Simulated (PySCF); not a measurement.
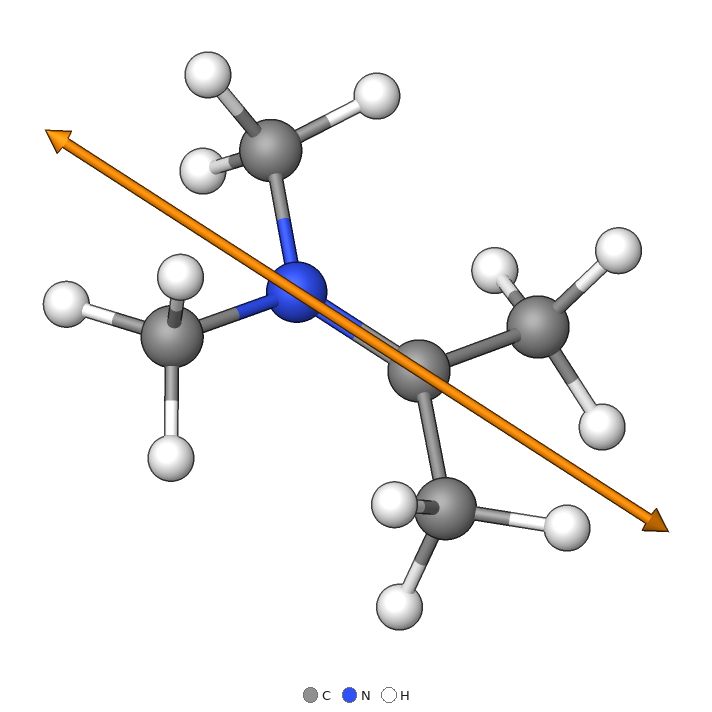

The double arrow shows the direction of the transition dipole to excited singlet state 1 (its length means nothing). Charge +1, singlet. The geometry was computed by an optimisation with PBE0-D3(BJ)/def2-SVP. No frequency run is at hand to confirm it as a minimum. Method: TDDFT B3LYP/def2-SVPD, vertical, gas phase, core orbitals frozen in the response (PySCF 2.14.0).

Question: Where does the transition lie, and how strong is it?

Answer: 6.83 eV (181 nm), oscillator strength 0.34, mainly HOMO → LUMO (weight 0.96); transition dipole 3.63 D.
